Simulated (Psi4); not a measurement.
**LiH (SMILES [LiH]) at 6 levels**

Wanted: a comparison of 6 runs (BHLYP/cc-pVTZ, SVWN5/cc-pVTZ, TPSS/cc-pVTZ, wB97X/cc-pVTZ, MP2/cc-pVTZ, CCSD(T)/cc-pVTZ) of LiH. 

The results are computed with Psi4 1.11.

## Step 1: The system as given

The species is LiH (2 atoms), meant as a singlet with charge 0. SMILES: `[LiH]`. The Li1–H2 distance was set to 2.872 Å, away from the relaxed value.

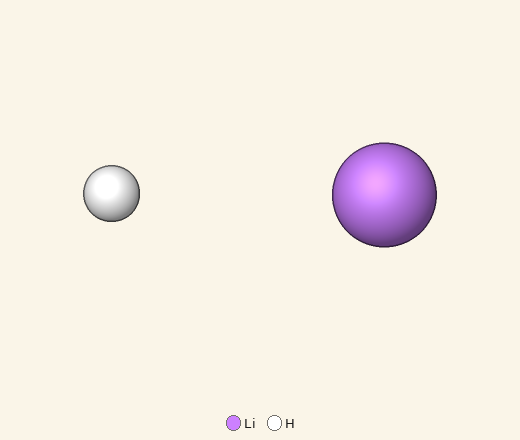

The structure, seen from a chosen angle (lithium purple, hydrogen white).

## Step 2: Energy and forces at BHLYP/cc-pVTZ (run 1)

File calc.in:

```
memory 1.6 GB

molecule m {
  0 1
  Li
  H 1 2.8723
  symmetry c1
  no_reorient
  no_com
}

set globals {
  basis cc-pVTZ
  puream true
  e_convergence 1e-09
  d_convergence 1e-08
  scf_type pk
  dft_radial_points 99
  dft_spherical_points 590
}

gradient('bhhlyp')
```

Launch:

```bash
$ psi4 -i calc.in -o calc.out -n 1
```

calc.out:

```text
[...]
  Running in c1 symmetry.
[...]
  Nuclear repulsion =    0.552703976607597
[...]
  Multiplicity = 1
[...]
  Nalpha       = 2
  Nbeta        = 2
[...]
    Number of basis functions: 44
[...]
   @RKS iter   1:    -7.96263194864071   -1.43571e-01   3.33375e-03 DIIS/ADIIS
[...]
   @RKS iter   9:    -8.00860623901569   -2.93277e-12   1.38634e-09 DIIS
[...]
    Orbital Energies [Eh]
    ---------------------
    Doubly Occupied:
       1A     -2.271975     2A     -0.195187
    Virtual:
       3A     -0.067841     4A     -0.009060     5A     -0.009060
       6A      0.036859     7A      0.066298     8A      0.067304
       9A      0.067304    10A      0.091723    11A      0.150525
      12A      0.150525    13A      0.154690    14A      0.154690
      15A      0.208648    16A      0.326160    17A      0.326160
      18A      0.339611    19A      0.436059    20A      0.445216
      21A      0.445216    22A      0.449080    23A      0.449080
      24A      0.455491    25A      0.455491    26A      0.568771
[...]
  @RKS Final Energy:    -8.00860623901569
   => Energetics <=
    Nuclear Repulsion Energy =              0.5527039766075966
    One-Electron Energy =                 -11.3929524856703033
    Two-Electron Energy =                   3.9404908925447399
    DFT Exchange-Correlation Energy =      -1.1088486224977250
    Empirical Dispersion Energy =           0.0000000000000000
    VV10 Nonlocal Energy =                  0.0000000000000000
    Total Energy =                         -8.0086062390156929
[...]
 Multipole Moments:
 ------------------------------------------------------------------------------------
     Multipole            Electronic (a.u.)      Nuclear  (a.u.)        Total (a.u.)
 ------------------------------------------------------------------------------------
 L = 1.  Multiply by 2.5417464519 to convert [e a0] to [Debye]
 Dipole X            :          0.0000000            0.0000000            0.0000000
 Dipole Y            :          0.0000000            0.0000000            0.0000000
 Dipole Z            :         -6.1218078            2.7008162           -3.4209916
 Magnitude           :                                                    3.4209916
[...]
  -Total Gradient:
     Atom            X                  Y                   Z
    ------   -----------------  -----------------  -----------------
       1       -0.000000000000    -0.000000000000    -0.027921147965
       2       -0.000000000000     0.000000000000     0.027921115750
[...]
```

Run time: 5.7 s. Hardware: 1 thread of AMD EPYC 7R43 (Zen 3), shared host; peak memory 0.44 GiB.

## Step 3: Energy and forces at SVWN5/cc-pVTZ (run 2)

File job.py:

```python
import psi4

psi4.set_memory('1600 MB')
psi4.set_num_threads(1)
psi4.set_output_file('hli.out', False)

geom = psi4.geometry("""
0 1
Li     0.000000     0.000000    -1.276600
H      0.000000     0.000000     1.595700
symmetry c1
""")

psi4.set_options({
    'basis': 'cc-pVTZ',
    'puream': True,
    'e_convergence': 1e-09,
    'd_convergence': 1e-08,
    'scf_type': 'pk',
    'dft_radial_points': 99,
    'dft_spherical_points': 590,
})

energy_value, wavefunction = psi4.gradient('scf', dft_functional={"name": "SVWN5", "x_functionals": {"LDA_X": {}}, "c_functionals": {"LDA_C_VWN": {}}}, return_wfn=True)
print('gradient / Eh bohr^-1')
print(energy_value.np.round(6))
print(f'energy = {wavefunction.energy():.10f} Eh')
for k, v in sorted(psi4.core.scalar_variables().items()):
    print(f'{k:45s} {v:18.10f}')
```

Launch:

```bash
$ python job.py
```

hli.out:

```text
[...]
  Running in c1 symmetry.
[...]
  Nuclear repulsion =    0.552703976607597
[...]
  Multiplicity = 1
[...]
  Nalpha       = 2
  Nbeta        = 2
[...]
    Number of basis functions: 44
[...]
   @RKS iter   1:    -7.79004165363688   -5.76109e-02   4.48367e-03 DIIS/ADIIS
[...]
   @RKS iter  13:    -7.86317796257301   -2.38769e-11   1.64676e-09 DIIS
[...]
    Orbital Energies [Eh]
    ---------------------
    Doubly Occupied:
       1A     -1.919411     2A     -0.143128
    Virtual:
       3A     -0.099421     4A     -0.042158     5A     -0.042158
       6A     -0.000538     7A      0.039989     8A      0.044091
       9A      0.044091    10A      0.058743    11A      0.111566
      12A      0.111566    13A      0.113985    14A      0.113985
      15A      0.162236    16A      0.273317    17A      0.273317
      18A      0.281214    19A      0.357847    20A      0.386157
      21A      0.386157    22A      0.403871    23A      0.403871
      24A      0.404796    25A      0.404796    26A      0.487938
[...]
  @RKS Final Energy:    -7.86317796257301
   => Energetics <=
    Nuclear Repulsion Energy =              0.5527039766075967
    One-Electron Energy =                 -11.3672307328702686
    Two-Electron Energy =                   4.8987915645165110
    DFT Exchange-Correlation Energy =      -1.9474427708268449
    Empirical Dispersion Energy =           0.0000000000000000
    VV10 Nonlocal Energy =                  0.0000000000000000
    Total Energy =                         -7.8631779625730065
[...]
 Multipole Moments:
 ------------------------------------------------------------------------------------
     Multipole            Electronic (a.u.)      Nuclear  (a.u.)        Total (a.u.)
 ------------------------------------------------------------------------------------
 L = 1.  Multiply by 2.5417464519 to convert [e a0] to [Debye]
 Dipole X            :          0.0000000            0.0000000            0.0000000
 Dipole Y            :          0.0000000            0.0000000            0.0000000
 Dipole Z            :         -5.6080486            2.7008162           -2.9072323
 Magnitude           :                                                    2.9072323
[...]
  -Total Gradient:
     Atom            X                  Y                   Z
    ------   -----------------  -----------------  -----------------
       1       -0.000000000000     0.000000000000    -0.023702961080
       2       -0.000000000000     0.000000000000     0.023703034269
[...]
```

The script printed:

```text
gradient / Eh bohr^-1
[[-0.        0.       -0.023703]
 [-0.        0.        0.023703]]
energy = -7.8631779626 Eh
CURRENT ENERGY                                     -7.8631779626
CURRENT REFERENCE ENERGY                           -7.8631779626
DD SOLVATION ENERGY                                 0.0000000000
DFT FUNCTIONAL TOTAL ENERGY                        -7.8631779626
DFT TOTAL ENERGY                                   -7.8631779626
DFT VV10 ENERGY                                     0.0000000000
DFT XC ENERGY                                      -1.9474427708
GRID ELECTRONS ALPHA                                2.0000003039
GRID ELECTRONS BETA                                 2.0000003039
GRID ELECTRONS TOTAL                                4.0000006079
NUCLEAR REPULSION ENERGY                            0.5527039766
ONE-ELECTRON ENERGY                               -11.3672307329
PCM POLARIZATION ENERGY                             0.0000000000
PE ENERGY                                           0.0000000000
SCF ITERATION ENERGY                               -7.8631779626
SCF ITERATIONS                                     13.0000000000
SCF TOTAL ENERGY                                   -7.8631779626
TWO-ELECTRON ENERGY                                 4.8987915645
XC GRID RADIAL POINTS                              99.0000000000
XC GRID SPHERICAL POINTS                          590.0000000000
XC GRID TOTAL POINTS                           113439.0000000000
```

It took 4.8 s on 1 thread of AMD EPYC 7R43 (Zen 3), shared host; peak memory 0.33 GiB.

Runs 3 to 4 aren't shown in full; the table further down has their settings and results.

## Step 4: A single-point energy at MP2/cc-pVTZ (run 5)

File job.py:

```python
import psi4

psi4.set_memory(1600000000)
psi4.set_num_threads(1)
psi4.set_output_file('psi4.out', False)

mol = psi4.geometry("""
Li
H 1 2.8723
units angstrom
symmetry c1
""")

psi4.set_options({
    'basis': 'cc-pVTZ',
    'puream': True,
    'e_convergence': 1e-09,
    'd_convergence': 1e-08,
    'scf_type': 'pk',
    'num_frozen_docc': 0,
    'mp2_type': 'conv',
})

e, wfn = psi4.energy('mp2', molecule=mol, return_wfn=True)
print('E =', round(e, 9))
```

Launch:

```bash
$ python job.py
```

psi4.out:

```text
[...]
  Running in c1 symmetry.
[...]
  Nuclear repulsion =    0.552703976607597
[...]
  Multiplicity = 1
[...]
  Nalpha       = 2
  Nbeta        = 2
[...]
    Number of basis functions: 44
[...]
   @RHF iter   1:    -7.89644566244520   -2.13902e-01   2.36452e-03 DIIS/ADIIS
[...]
   @RHF iter   9:    -7.92331132918090   -5.37348e-12   3.98866e-09 DIIS
[...]
    Orbital Energies [Eh]
    ---------------------
    Doubly Occupied:
       1A     -2.548614     2A     -0.238091
    Virtual:
       3A     -0.029148     4A      0.021036     5A      0.021036
       6A      0.067293     7A      0.103711     8A      0.103711
       9A      0.110420    10A      0.139988    11A      0.186210
      12A      0.186210    13A      0.197507    14A      0.197507
      15A      0.260770    16A      0.414164    17A      0.414164
      18A      0.428351    19A      0.494078    20A      0.494078
      21A      0.504716    22A      0.504716    23A      0.506508
      24A      0.506508    25A      0.521401    26A      0.659244
[...]
  @RHF Final Energy:    -7.92331132918090
   => Energetics <=
    Nuclear Repulsion Energy =              0.5527039766075966
    One-Electron Energy =                 -11.3786209469197690
    Two-Electron Energy =                   2.9026056411312680
    Total Energy =                         -7.9233113291809047
[...]
 Multipole Moments:
 ------------------------------------------------------------------------------------
     Multipole            Electronic (a.u.)      Nuclear  (a.u.)        Total (a.u.)
 ------------------------------------------------------------------------------------
 L = 1.  Multiply by 2.5417464519 to convert [e a0] to [Debye]
 Dipole X            :         -0.0000000            0.0000000           -0.0000000
 Dipole Y            :          0.0000000            0.0000000            0.0000000
 Dipole Z            :         -6.4604073            2.7008162           -3.7595910
 Magnitude           :                                                    3.7595910
[...]
	SCS-MP2 Total Energy (a.u.)        :    -7.97125087279225
	SOS-MP2 Total Energy (a.u.)        :    -7.97123076505195
	SCSN-MP2 Total Energy (a.u.)       :    -7.92341749804968
[...]
	SOS-PI-MP2 Total Energy (a.u.)     :    -7.97921733769713
[...]
	MP2 Total Energy (a.u.)            :    -7.96330451562767
[...]
```

Standard output:

```text
E = -7.963304516
```

Wall time 2.5 s (1 thread of AMD EPYC 7R43 (Zen 3), shared host); peak memory 0.3 GiB.

## Step 5: A single-point energy at CCSD(T)/cc-pVTZ (run 6)

File job.in:

```
memory 1600 MB

molecule geom {
  Li
  H 1 r2

  r2 = 2.8723
  symmetry c1
  no_reorient
  no_com
}

set basis cc-pVTZ
set puream true
set e_convergence 1e-09
set d_convergence 1e-08
set scf_type pk
set num_frozen_docc 0

E, wfn = energy("ccsd(t)", return_wfn=True)
```

Launch:

```bash
$ psi4 -i job.in -o job.out -n 1
```

job.out:

```text
[...]
  Running in c1 symmetry.
[...]
  Nuclear repulsion =    0.552703976607597
[...]
  Multiplicity = 1
[...]
  Nalpha       = 2
  Nbeta        = 2
[...]
    Number of basis functions: 44
[...]
   @RHF iter   1:    -7.89644566244522   -2.13902e-01   2.36452e-03 ADIIS/DIIS
[...]
   @RHF iter   9:    -7.92331132918091   -5.33351e-12   3.98866e-09 DIIS
[...]
    Orbital Energies [Eh]
    ---------------------
    Doubly Occupied:
       1A     -2.548614     2A     -0.238091
    Virtual:
       3A     -0.029148     4A      0.021036     5A      0.021036
       6A      0.067293     7A      0.103711     8A      0.103711
       9A      0.110420    10A      0.139988    11A      0.186210
      12A      0.186210    13A      0.197507    14A      0.197507
      15A      0.260770    16A      0.414164    17A      0.414164
      18A      0.428351    19A      0.494078    20A      0.494078
      21A      0.504716    22A      0.504716    23A      0.506508
      24A      0.506508    25A      0.521401    26A      0.659244
[...]
  @RHF Final Energy:    -7.92331132918091
   => Energetics <=
    Nuclear Repulsion Energy =              0.5527039766075966
    One-Electron Energy =                 -11.3786209469197548
    Two-Electron Energy =                   2.9026056411312484
    Total Energy =                         -7.9233113291809101
[...]
 Multipole Moments:
 ------------------------------------------------------------------------------------
     Multipole            Electronic (a.u.)      Nuclear  (a.u.)        Total (a.u.)
 ------------------------------------------------------------------------------------
 L = 1.  Multiply by 2.5417464519 to convert [e a0] to [Debye]
 Dipole X            :          0.0000000            0.0000000            0.0000000
 Dipole Y            :         -0.0000000            0.0000000           -0.0000000
 Dipole Z            :         -6.4604073            2.7008162           -3.7595910
 Magnitude           :                                                    3.7595910
[...]
      * MP2 total energy                      =   -7.963304515627819
[...]
      * CCSD total energy                     =   -7.979807933254270
[...]
      * CCSD(T) total energy                  =   -7.979926721799628
[...]
```

Wall time 7.8 s (1 thread of AMD EPYC 7R43 (Zen 3), shared host); peak memory 0.3 GiB.

## Step 6: The series

| run | level | task | integration grid | energy (Eh) | dipole moment (D) | HOMO energy (eV) | LUMO energy (eV) | wall time |
| --- | --- | --- | --- | --- | --- | --- | --- | --- |
| 1 | BHLYP/cc-pVTZ | gradient | 99 radial × 590 angular | -8.008606 | 8.70 | -5.31 | -1.85 | 5.7 s |
| 2 | SVWN5/cc-pVTZ | gradient | 99 radial × 590 angular | -7.863178 | 7.39 | -3.89 | -2.71 | 4.8 s |
| 3 | TPSS/cc-pVTZ | gradient | 99 radial × 590 angular | -8.024546 | 7.85 | -3.92 | -2.61 | 12 s |
| 4 | wB97X/cc-pVTZ | energy | 99 radial × 590 angular | -8.014350 | 9.35 | -6.49 | -0.80 | 6 s |
| 5 | MP2/cc-pVTZ | energy | – | -7.963305 | – | -6.48 | -0.79 | 2.5 s |
| 6 | CCSD(T)/cc-pVTZ | energy | – | -7.979927 | – | -6.48 | -0.79 | 7.8 s |

## Step 7: Summary of results

| quantity | value |
| --- | --- |
| run 6: total energy | -7.97993 Eh |
| run 6: HOMO energy (Hartree–Fock orbitals) | -6.48 eV |
| run 6: LUMO energy (Hartree–Fock orbitals) | -0.79 eV |
| run 6: HOMO–LUMO gap (Hartree–Fock orbitals) | 5.69 eV |
| run 6: correlation energy | -56.6 mEh |
| run 6: (T) correction | -0.12 mEh |
| run 6: T1 diagnostic | 0.055 |

In words: Over runs 1, 2, 3, 4 the dipole moment (its size) runs from 7.39 D (SVWN5/cc-pVTZ) to 9.35 D (wB97X/cc-pVTZ). Over runs 1, 2, 3, 4 the HOMO–LUMO gap runs from 1.19 eV (SVWN5/cc-pVTZ) to 5.69 eV (wB97X/cc-pVTZ). Totals of different functionals can't be ranked against each other. In run 6 the T1 diagnostic is large, so a single reference may not serve. All runs together took 39 s, the longest 12 s.
